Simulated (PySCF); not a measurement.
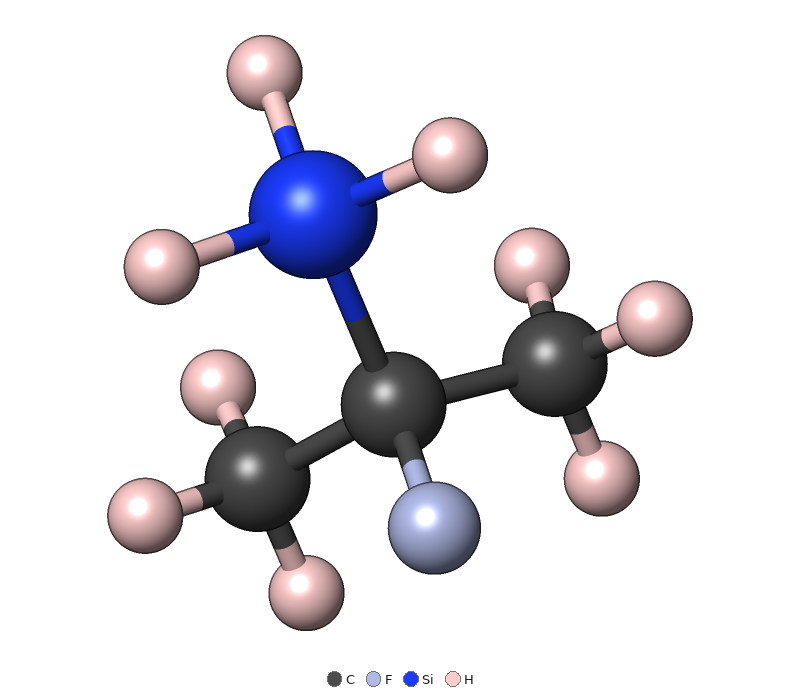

Source: calculation with PySCF.

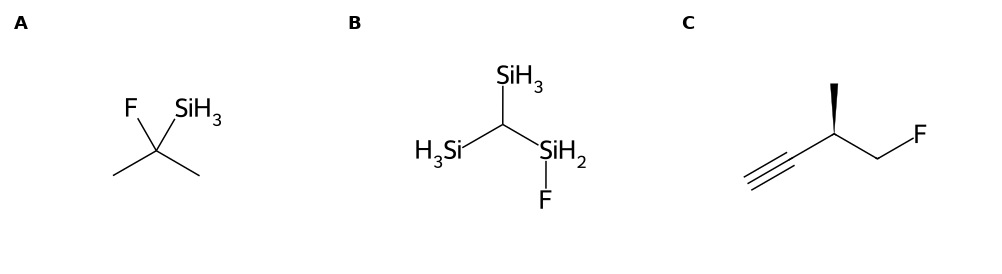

Question: The first picture shows one of the molecules drawn in the second. Which?

Answer: A, `CC(C)(F)[SiH3]`.
